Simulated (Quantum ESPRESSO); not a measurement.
TiO2 (Rutile, P4_2/mnm), O K edge of atom 3, with 2 Ti at 1.95 Å and 1 Ti at 1.98 Å (distorted trigonal planar, site symmetry m2m). Method: Quantum ESPRESSO XSpectra, PBE, full core hole (charged cell), 12-atom cell with 5.5 Å between holes, 5×5×5 k points, dipole transitions, Lorentzian half width 0.3 eV up to 4 eV, rising linearly to 2.5 eV at 25 eV (counted from xe0, 0.9 eV below the zero used here).

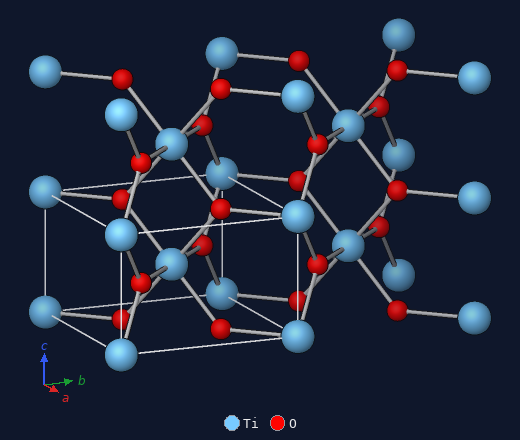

The structure (titanium blue, oxygen red). 1×2×2 cells are drawn. Some periodic images of atoms are drawn too.

```
Ti O
1.0
     4.59220    0.00000    0.00000
     0.00000    4.59220    0.00000
     0.00000    0.00000    2.95740
Ti O
2 4
Direct
  0.50000 0.50000 0.50000
  0.00000 0.00000 0.00000
  0.80496 0.19504 0.50000
  0.69504 0.69504 0.00000
  0.19504 0.80496 0.50000
  0.30496 0.30496 0.00000
```

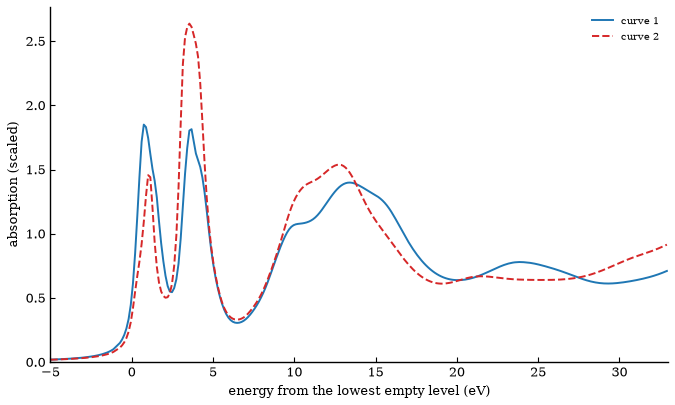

Energy from the lowest empty level; a common scale on which the isotropic spectrum has a mean of 1 over the first 20 eV.

Q: The curves are for the electric vector along different Cartesian axes of the cell as given, averaged over the symmetry-equivalent atoms. Which is which?

Curve 1: along x (⊥ c) (the other in-plane axis gives the same curve within 3 %), main maxima 0.7 eV (1.85), 3.7 eV (1.81) and 13.4 eV (1.40). Curve 2: along z (c), main maxima 1.0 eV (1.46), 3.5 eV (2.64) and 12.8 eV (1.54). A K edge sees empty p states; the first features are O p mixed into the empty d states of the Ti neighbours, and the broad ones above probably into the cations' higher empty bands. Ti is d⁰ and octahedral here, so the pair, 2.7 eV apart, is its t₂g and e_g bands. Each direction probes the empty orbitals that point along it. The holes are only 5.5 Å apart, so the shape is probably not converged with cell size; no larger cell was run here. The structure is a published determination, not relaxed.

[Banner, clock and machine lines of the logs are left out without a mark of their own.]

[Logs are printed without paths, hosts, clocks, repeated set-up lines and the standing remarks that a program may print on its own settings, such as how far it seeks lower states.]

[Hosts, paths, dates, database ids (printed as entryN), source tags and the programs' standing remarks are cut or masked in the printed files.]

[Lists of maxima count a maximum above −3 eV only where it reaches 4 % of the highest in the window and stands out from its surroundings by 2 % of it (1.5 % where it reaches 55 %); shoulders and weaker maxima are passed over, and of the rest the first, up to two pre-edge ones and the few strongest are named.]
